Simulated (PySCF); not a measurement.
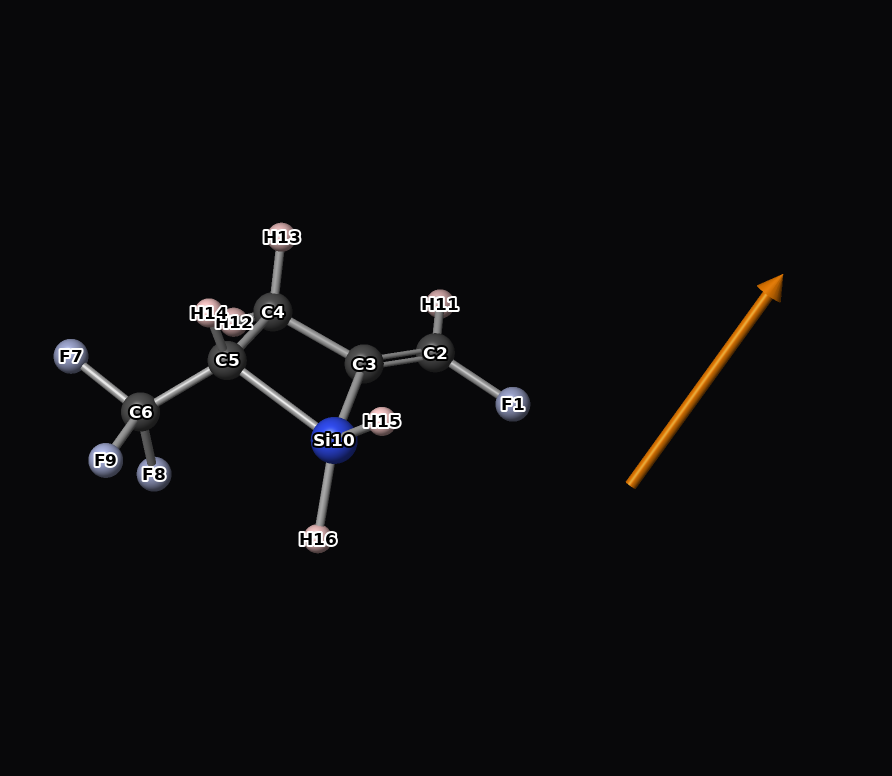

The arrow beside the molecule shows the direction of the dipole moment, from the negative to the positive end (its length means nothing). Computed geometry: GFN2-xTB optimisation. No frequency run is at hand to confirm it as a minimum. Properties computed with PBE0/pcSseg-1, gas phase (PySCF 2.14.0).

**How large is the dipole moment?**

2.18 D; it points from the side of F8, F9 to the side of H11 (the outermost atoms at the two ends).

The geometry is semi-empirical. Around Si such bond lengths and angles can be off by a tenth of an ångström or more and by several degrees, and values that hang on the shape move with them.
